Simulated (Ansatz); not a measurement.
# Phonons of La2O3 (P-3m1) against volume, part 4 of 4

Aim: how do the optical modes of La2O3 (P-3m1) move with volume?

Ansatz 0.2.0; DFT PBE, scalar-relativistic, plane waves, PAW; PAW set soft_1.

So far, mean high-frequency dielectric constant: step 4 (zone-centre response at rest) 4.77; step 6 (volume ratio 1.06) 4.71.

## Step 8: Modes of this member: 0.9 times the volume at rest

The zone-centre modes follow for 0.9 times the volume at rest, with the response to a field.

File input.yaml:

```yaml
crystal:
  lattice:
    - [3.8727499228, 0.0, 0.0]
    - [-1.9363749614, 3.3538998157, 0.0]
    - [0.0, 0.0, 5.7658707799]
  atoms:
    - { symbol: O, position: [0.6666666667, 0.3333333333, 0.349097453] }
    - { symbol: O, position: [0.3333333333, 0.6666666667, 0.650902547] }
    - { symbol: O, position: [0.0, 0.0, 0.0] }
    - { symbol: La, position: [0.6666666667, 0.3333333333, 0.7609407453] }
    - { symbol: La, position: [0.3333333333, 0.6666666667, 0.2390592547] }
kpoints:
  mp_grid: { grid: [9, 9, 4] }
hamiltonian:
  xc: pbe
  pseudopotentials: { kind: paw, azcp: { folder: soft_1 } }
scf:
  occupations: { method: fixed }
output:
  eigenvalues: true
phonons:
  method: dfpt
  dielectric: true
  rigid_motions: translations
```

Command:

```sh
$ ansatz run input.yaml --threads 4 --pin off --max-ram 16384MiB --backend cpu --events-out ev --progress --plain --runs-dir out
```

Numbers of over 12 decimals in the logs are rounded to 6 here.

Log:

```text
[...]
Crystal: 5 atoms, lattice volume = 74.892 Å³
Basis set: ecut = 420 eV, 1519 PW (Γ), exchange–correlation on 54×54×80 points (8 copies of the dense FFT grid, shifted against one another)
Bands: 25, of which v1, the nominal top of the filled ones, is band 20 counted from 1 (19 counted from 0)
Symmetry: 12 space group operations
k-points: 95 of 324 (irreducible under 2 space group operations, time reversal used)
[...]
ω (cm⁻¹)  modes    IR ((D/Å)²/amu)
[...]
optical modes at Γ + LO–TO along q̂ = [0.0000, 1.0000, 0.0000]:
      ω (cm⁻¹)  modes    IR ((D/Å)²/amu)
[...]
optical modes at Γ + LO–TO along q̂ = [0.0000, 0.0000, 1.0000]:
      ω (cm⁻¹)  modes    IR ((D/Å)²/amu)
[...]
408.98      1             0.0000
        425.47      1             7.0185
        427.16      2             0.0000
        541.07      1            27.9092
[key lines of the parts left out:]
SCF converged after 11 iterations
Free energy (F): -14212.164884 eV
Fermi energy:    10.905241 eV
```

It took 49 s on 4 threads of Intel Xeon 6975P-C (Granite Rapids), shared host; peak memory 1.3 GiB.

This step gave:

```
sum-rule residual before enforcement                    : 2.95e-4 eV/Å²
miss of the charge sum rule                             : 0.001895 e
estimated error of the dielectric tensor                : 0.01289
estimated error of the Born charges                     : 0.01481 e
highest optical mode at the zone centre (no LO-TO term) : 465.8 cm⁻¹
lowest optical zone-centre mode                         : 115.9 cm⁻¹
mean high-frequency dielectric constant                 : 4.949
largest Born charge (third of the trace)                : 4.180 e
mean static dielectric constant                         : 20.64
top of the zone-centre spectrum with the field          : 586.3 cm⁻¹
```

Without the LO-TO term. Patterns of degenerate modes are one choice out of their space. Modes at Γ, with each element's share of the kinetic energy:

```
mode  frequency (cm⁻¹)  symmetry  O %  La %
   1               0.0  acoustic   15    85
   2               0.0  acoustic   15    85
   3               0.0  acoustic   15    85
   4             115.9        Eg    3    97
   5             115.9        Eg    3    97
   6             214.8       A1g    2    98
   7             234.8       A2u   86    14
   8             252.8        Eu   90    10
   9             252.8        Eu   90    10
  10             400.7        Eu   95     5
  11             400.7        Eu   95     5
  12             409.0       A1g   98     2
  13             427.2        Eg   97     3
  14             427.2        Eg   97     3
  15             465.8       A2u   99     1
```

Transverse modes. Lines of the infrared spectrum (strongest = 100):

```
position (cm⁻¹)  label  relative intensity
            116     Eg                 0.0
            215    A1g                 0.0
            235    A2u                  56
            253     Eu                 100
            401     Eu                  46
            409    A1g                 0.0
            427     Eg                 0.0
            466    A2u                 5.1
```

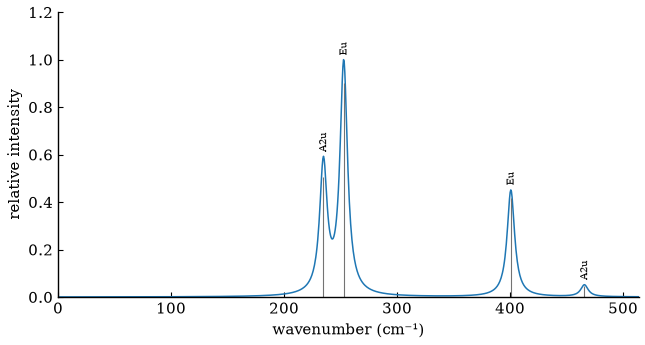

The infrared spectrum, broadened with Lorentzians of width 8 cm⁻¹; bars mark the lines.

Without the LO-TO term the lowest optical mode is real, 116 cm⁻¹, and the highest lies at 465.8 cm⁻¹.

Between step 4 and this run (volume ratio 0.9) the value for the mean high-frequency dielectric constant moves from 4.77 to 4.95 (+4 %).

## Step 9: All members side by side

The members are set side by side, also those not shown above.

Each row is one cell with its response, relaxed at fixed volume as far as symmetry leaves anything free; energies are extrapolated to zero smearing, and E0 is that at rest; the axis is the Cartesian z axis of the cell; shape and atoms are relaxed in each cell where symmetry leaves them free. State of the crystal along the series:

```
volume ratio  V (Å³/atom)  pressure (GPa)  E - E0 (meV/atom)  first cell vector (Å)  third cell vector (Å)  gap on mesh (eV)  ε∞ along the axis  ε∞ across the axis, mean  ε0 along the axis  ε0 across the axis, mean  largest Born charge in size, a third of the trace (e)  top mode with the field, highest of q along x, y and z (cm⁻¹)
         0.9        14.98           13.86              66.48                  3.873                  5.766             3.872              4.932                     4.958              21.86                     20.03                                                   4.18                                                          586.3
        0.92        15.31           10.55              41.16                  3.885                  5.858             3.886              4.873                     4.918              22.96                     21.26                                                  4.157                                                          576.1
        0.94        15.64           7.538              22.42                  3.897                  5.947             3.893              4.819                     4.885              24.33                      22.8                                                  4.135                                                          566.1
        0.96        15.98           4.792              9.671                  3.911                  6.031             3.892              4.769                     4.856              26.05                     24.75                                                  4.115                                                          556.2
        0.98        16.31           2.285              2.364                  3.925                  6.111             3.884              4.725                     4.831              28.23                     27.25                                                  4.097                                                          546.4
        0.99        16.48           1.115             0.5994                  3.933                   6.15             3.874              4.706                     4.821              29.55                     28.78                                                  4.089                                                          541.6
           1        16.64        0.003019                  0                  3.941                  6.188             3.864              4.687                     4.811              31.04                     30.55                                                  4.081                                                          536.8
        1.02        16.98           -2.07              2.185                  3.956                  6.262             3.844              4.654                     4.793              34.73                     35.07                                                  4.066                                                          527.4
        1.04        17.31          -3.955              8.473                  3.972                  6.333             3.821              4.625                     4.778              39.76                     41.62                                                  4.052                                                          518.2
        1.06        17.64          -5.666              18.49                  3.989                  6.402             3.794              4.601                     4.765              46.98                     51.91                                                   4.04                                                          509.1
```

Without the LO-TO term; each mode is tracked from rest by its pattern, and modes that stay within 0.3 cm⁻¹ of each other stand once; shape and atoms are relaxed in each cell where symmetry leaves them free. Optical modes along the series:

```
V (Å³/atom)  mode 4 Eg (cm⁻¹)  mode 6 Eu (cm⁻¹)  mode 8 A2u (cm⁻¹)  mode 9 A1g (cm⁻¹)  mode 10 Eu (cm⁻¹)  mode 12 Eg (cm⁻¹)  mode 14 A1g (cm⁻¹)  mode 15 A2u (cm⁻¹)
      14.98             115.9             252.8              234.8              214.8              400.7              427.2                 409               465.8
      15.31               112             234.8              223.2                208              388.6              417.7               403.1                 458
      15.64             108.2             216.9              211.3              201.1              376.9              408.1               397.4                 450
      15.98             104.5             199.3                199              194.2              365.5              398.5               391.8               441.9
      16.31             100.9             181.9              186.3              187.4              354.5              388.8               386.3               433.8
      16.48             99.18             173.2              179.9                184              349.1              383.9               383.6               429.8
      16.64             97.46             164.6              173.3              180.6              343.8                379                 381               425.8
      16.98              94.1             147.2              159.8              173.8              333.4              369.4               375.8               417.8
      17.31             90.82             129.5              145.7                167              323.1              359.8               370.8                 410
      17.64             87.62             111.1              130.8              160.3              313.1              350.3               365.8               402.3
```

From cubic fits (parabolas where under five rows exist) of ln ω and P against ln V through the rows within about 4 % of rest: γ = −d ln ω / d ln V and dω/dP = γ ω / B. Slopes at rest:

```
       mode  fitted frequency at rest (cm⁻¹)  Grüneisen parameter γ  dω/dP (cm⁻¹/GPa)
  mode 4 Eg                             97.5                   1.75              1.57
  mode 6 Eu                            164.6                   5.27              7.97
 mode 8 A2u                            173.3                   3.83              6.11
 mode 9 A1g                            180.5                   1.89              3.13
 mode 10 Eu                            343.8                   1.54              4.86
 mode 12 Eg                              379                   1.28              4.45
mode 14 A1g                              381                   0.69              2.42
mode 15 A2u                            425.8                   0.94              3.68
```

## Step 10: Summary of results

* members: 10
* highest optical mode at the zone centre (no LO-TO term), at rest: 425.8 cm⁻¹
* bulk modulus at rest: 109 GPa
* mode 10 Eu, γ: 1.54
* mode 12 Eg, γ: 1.28
* mode 14 A1g, γ: 0.69
* mode 15 A2u, γ: 0.94

In words: The series spans -5.7 to 13.9 GPa, and the slope at rest gives a bulk modulus of 109 GPa. Among the modes in the table of slopes γ runs from 0.69 (mode 14 A1g) to 5.27 (mode 6 Eu). ε∞ along z is 4.69 at rest, with d ln ε∞ / d ln V = -0.38. One k mesh and one cutoff serve the ground states and modes of all volumes; the field response picks its own mesh. These are harmonic frequencies at zero temperature: anharmonic shifts, linewidths and thermal expansion are left out. Spin-orbit coupling is left out, which can matter for the heavy elements here. Only the zone centre was solved, so an instability at another wavevector cannot show here.

[Logs are printed without paths, hosts, clocks, repeated set-up lines and the standing remarks that a program may print on its own settings, such as how far it seeks lower states.]

[Hosts, paths, dates, database ids (printed as entryN), source tags and the programs' standing remarks are cut or masked in the printed files.]
